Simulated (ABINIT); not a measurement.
**Convergence study of the plane-wave cutoff for SnTe (I4mm, 2 atoms in the cell)**

```
SnTe
1.0
    0.00000     3.14420     3.14420
    3.14420     0.00000     3.14420
    3.14420     3.14420     0.00000
Sn Te
1 1
Direct
  0.00795   0.00795   0.99205
  0.50000   0.50000   0.50000
```

Computed with PBEsol, norm-conserving pseudopotentials (PseudoDojo nc-sr-04 PBEsol standard) (plane waves; ABINIT 10.0.3).

Base settings: pseudos = [Sn.upf, Te.upf]; ecut = 41 Ha; ixc = -116133; occopt = 3; tsmear = 0.00036749 Ha; ngkpt = 3 3 3; nshiftk = 1; shiftk = 0 0 0; potentials = PseudoDojo nc-sr-04 PBEsol standard; nband = 21.

The second cell is the first with its lattice scaled by 0.98.

The mesh stays at the base's, so the ladder's end is converged at best in this setting alone.

Only quantities that move along the ladder and can be compared are tabulated.

The count of work is k-points × plane waves × bands × iterations; it is no time. Core times come from one kind of shared machine, to one figure; runs under 30 s give none.

The starting cell has typed, rounded lattice constants, without a prior relaxation at this level. Its lattice was rescaled by up to half a per cent. One atom was moved a little off its site on purpose. Spin-orbit coupling is off.

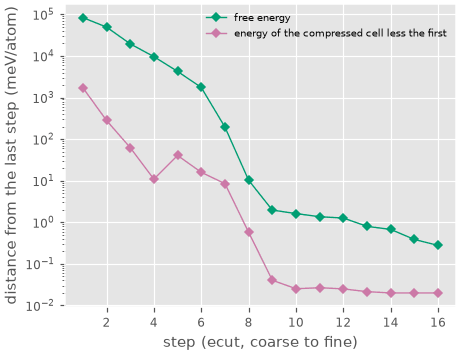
Distance from the last step along the ladder; very small values are drawn at a floor.

```tsv
ecut	free energy less the last step's (meV/atom)	energy of the compressed cell less the first (meV/atom)	pressure (GPa)	largest difference of a force vector from the last step's (eV/Å)	gap on the mesh (eV)	count of work / last	core time / last (rough)
14 Ha	83972.94	1745.15	-1034.06	0.033	1.665	0.046	–
16 Ha	49636.54	-265.25	-779.27	0.040	1.636	0.056	–
19 Ha	19623.05	79.75	-434.09	0.019	1.611	0.072	–
21 Ha	9656.55	6.20	-263.96	0.011	1.604	0.084	–
23 Ha	4263.00	-23.49	-143.42	0.000	1.582	0.10	–
25 Ha	1751.03	1.16	-71.81	0.001	1.571	0.11	–
29 Ha	195.20	25.63	-12.22	0.001	1.564	0.14	0.2
33 Ha	10.27	17.69	-1.02	0.000	1.563	0.18	–
37 Ha	1.97	17.15	-0.10	0.000	1.563	0.20	0.2
41 Ha	1.62	17.14	-0.11	0.000	1.563	0.25	0.3
45 Ha	1.36	17.14	-0.10	0.000	1.563	0.28	0.3
49 Ha	1.27	17.14	-0.10	0.000	1.563	0.32	0.4
56 Ha	0.80	17.13	-0.11	0.000	1.563	0.40	0.2
62 Ha	0.68	17.12	-0.10	0.000	1.563	0.46	0.6
72 Ha	0.39	17.11	-0.11	0.000	1.563	0.58	0.4
82 Ha	0.28	17.11	-0.10	0.000	1.563	0.70	0.5
99 Ha	0.00	17.11	-0.10	0.000	1.563	1.0	1
```

Coarsest ecut that holds the gap on the mesh within 0.01 eV of the last step, with all finer ones: 25 Ha, at 0.11 of the last step's count of work; the step before is off by 0.019 eV.

Coarsest ecut that holds the forces within 0.005 eV/Å of the last step, with all finer ones: 23 Ha, at 0.10 of the last step's count of work; the step before is off by 0.011 eV/Å.

Coarsest ecut that holds the free energy within 5 meV/atom of the last step, with all finer ones: 37 Ha, at 0.20 of the last step's count of work and about 0.2 of the last step's time; the step before is off by 10 meV/atom.

The energy difference between the two cells stays within 1 meV/atom of the last step's from 33 Ha on, the total only from 56 Ha on: much of the error is common to both cells and cancels.

At the lowest cutoff the pressure lies 1030 GPa under the last step's, the usual sign of Pulay stress in an incomplete plane-wave basis.
